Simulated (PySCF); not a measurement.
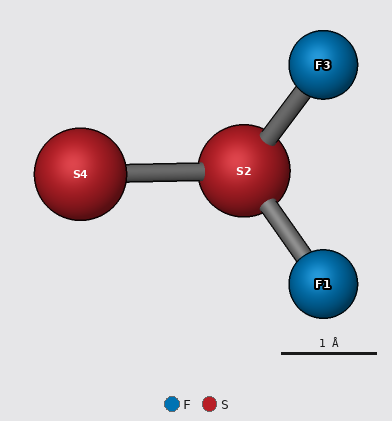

Figure 1. The structure (ball-and-stick view, seen on its broad side; atoms are numbered from 1 in the order of the input). Bond lengths as drawn: F–S 1.61 Å and S–S 1.86 Å.

S2F2 (charge −1): single-point calculation

The run: single-point calculation of S2F2 (Thio-thionyl fluoride), charge −1, multiplicity 2. Method and program: TPSS/def2-SVPD, UKS (PySCF 2.14.0).

The geometry is that of the parent species in another charge or spin state. The geometry comes from this level: PBE0-D4/def2-TZVP.

What the program printed:
```
WARN: HOMO -0.105940378501166 >= LUMO -0.105940378501166

converged SCF energy = -995.708074808361  <S^2> = 0.75299211  2S+1 = 2.0029899
Final energy -995.7080748083611
```

This output came from the following input.

Input file (input.py):
```python
from pyscf import gto, dft

mol = gto.M(
    atom=[
    ('F', (0.734930, 0.336790, 1.199050)),
    ('S', (-0.480890, -0.090070, 0.240730)),
    ('F', (0.313460, -1.382440, -0.286190)),
    ('S', (-0.567510, 1.135710, -1.153590)),
],
    spin=1,
    verbose=3,
    charge=-1,
    basis='def2-svpd',
    max_memory=1860,
)

ks = dft.UKS(mol)
ks.xc = 'tpss'
ks.conv_tol = 1e-10
ks.grids.level = 5
ks.kernel()
if not ks.converged:
    ks = ks.newton().run(ks.mo_coeff, ks.mo_occ)

energy = ks.e_tot
print('Final energy', energy)
```

Run as:
```bash
OMP_NUM_THREADS=1 python input.py
```

Key numbers:

```json
{"quantity": "outcome", "value": "converged"}
{"quantity": "total energy", "value": "−995.708075 hartree"}
{"quantity": "basis functions", "value": "100"}
{"quantity": "⟨S²⟩", "value": "0.753"}
{"quantity": "hardware", "value": "1 thread of Arm Neoverse V2, 24 GiB of memory available, shared host"}
{"quantity": "wall time", "value": "62 s"}
{"quantity": "peak memory", "value": "0.58 GiB"}
```

Further notes kept with the run: dipole of an ion depends on the origin.
